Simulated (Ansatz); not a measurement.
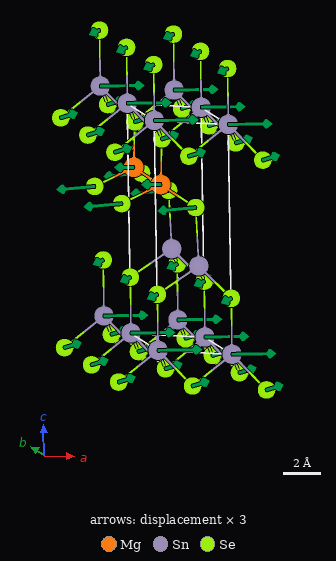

This is a relaxation of solid MgSn2Se3 (built on the MnCd2Te3-156 type type). The starting structure is drawn; green arrows show the displacements (the part carried along by the change of the cell is left out), 3 times their true length.

Style: ball-and-stick. Shown: the cell of the calculation, repeated 1 × 2 × 1 with one cell outlined, slightly off an axis.

Case: shaken.

The calculation used DFT, PBEsol, plane waves, PAW (Ansatz 0.2.0).

Input file:
```yaml
crystal:
  lattice:
    - [4.0873280756, 0.0111986743, -0.0785338862]
    - [-2.0339657061, 3.5574866497, 0.0888600791]
    - [-0.248716503, 0.1813587249, 12.8430356253]
  atoms:
    - { symbol: Mg, position: [0.3248099079, 0.686873604, 0.6761990859] }
    - { symbol: Sn, position: [-0.0008153762, -0.0104633795, 1.0016700798] }
    - { symbol: Sn, position: [0.6835938475, 0.3057181604, 0.3567826801] }
    - { symbol: Se, position: [0.0089806021, 0.0104706495, 0.2435988825] }
    - { symbol: Se, position: [0.6686380749, 0.3458348069, 0.607641966] }
    - { symbol: Se, position: [0.3467164879, 0.6835914973, 0.875280838] }
kpoints:
  mp_grid: { grid: [6, 6, 2] }
hamiltonian:
  xc: pbesol
scf:
  occupations: { method: fermi_dirac, width: 0.05 }
relax:
  f_tol: 0.01
  cell: {}
  max_steps: 120
```

Run as
```bash
ansatz run input.yaml --threads 2 --pin off --max-ram 2211MiB --backend cpu --events-out ev --progress --plain --runs-dir out
```

Question: What happened in the run?

Answer: Over 14 accepted moves (16 points after the start) the energy falls by 1.029 eV per cell of the calculation. Largest force component: 1.1 eV/Å at the start, 0.0044 eV/Å at the end. The pressure goes from 0.00 to 0.00 GPa. At 2 points the geometry stayed and the basis and grid were re-selected for the new cell (energy shift of 1.2 meV per cell of the calculation at most each time). The largest move relative to the cell is that of Sn2, 1.05 Å roughly along [3 −3 1]. By element the largest moves are Sn 1.05 Å, Se 0.94 Å, Mg 0.49 Å. Cell: a 4.088 → 4.187 Å (+2.4 %), b 4.099 → 4.187 Å (+2.2 %), c 12.847 → 11.784 Å (−8.3 %), α 87.5° → 69.3°, β 92.2° → 110.7°, γ 119.6° → 120.0°. Volume −12.6 %. Near-neighbour distances that change, for instance: Sn2–Se4 5.039 → 3.178 Å, Sn2–Se4 (another image) 4.983 → 3.178 Å, Sn3–Se5 5.002 → 3.288 Å, Sn3–Se5 (another image) 4.954 → 3.288 Å. Among the angles between lasting bonds that change: Sn2–Se4–Sn3 126.1° → 171.4°, Se4–Sn2–Se6 127.5° → 170.4°, Se4–Sn2–Se6 124.8° → 90.3°. Within 0.06 Å the space group is P1 at the start and R3m at the end; at a tighter tolerance small leftover displacements or strains of the cell lower it. Cost: 4.1 min on 2 threads of Arm Neoverse V2 (shared host), peak memory 0.61 GiB.
